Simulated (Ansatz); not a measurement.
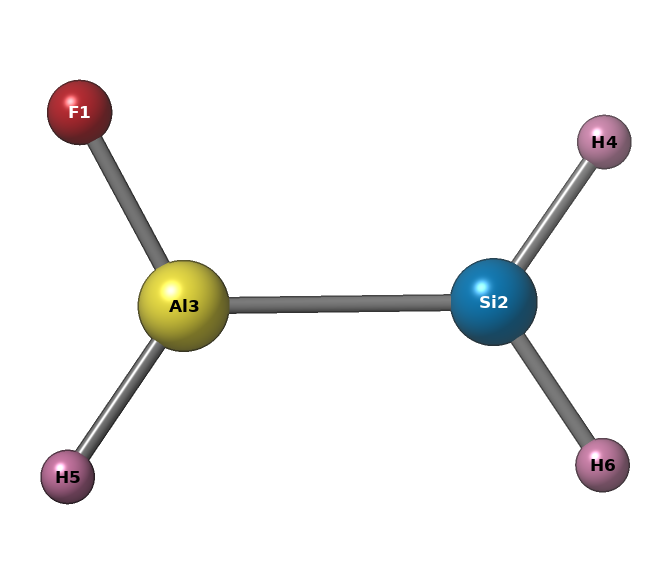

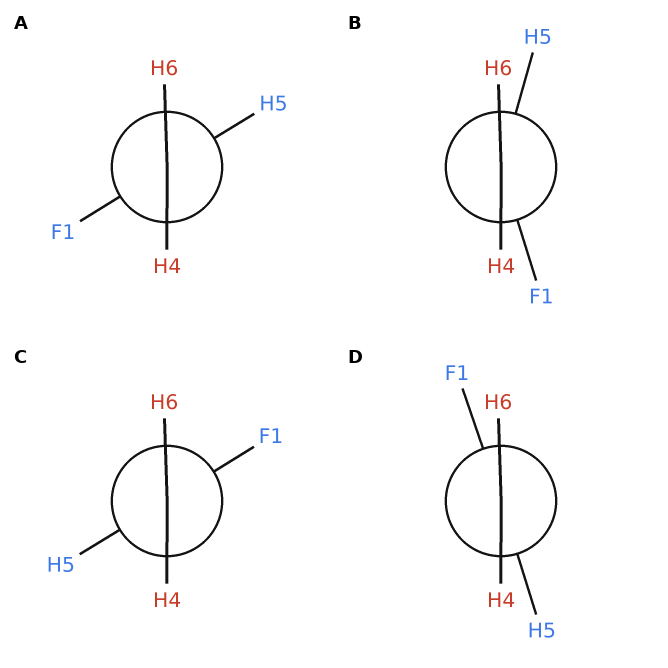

Distant atoms are faded towards the background colour. Bonds that would overlap in a projection are set slightly apart. The species is neutral and a spin doublet. The geometry was computed by an optimisation with PBE-D4/def2-SVP. No frequency run is at hand to confirm it as a minimum.

Question: Which Newman projection shows the view along Si2–Al3, with Si2 in front?

Answer: B. The torsion angle H4–Si2–Al3–F1 is −2°, synperiplanar (eclipsed).
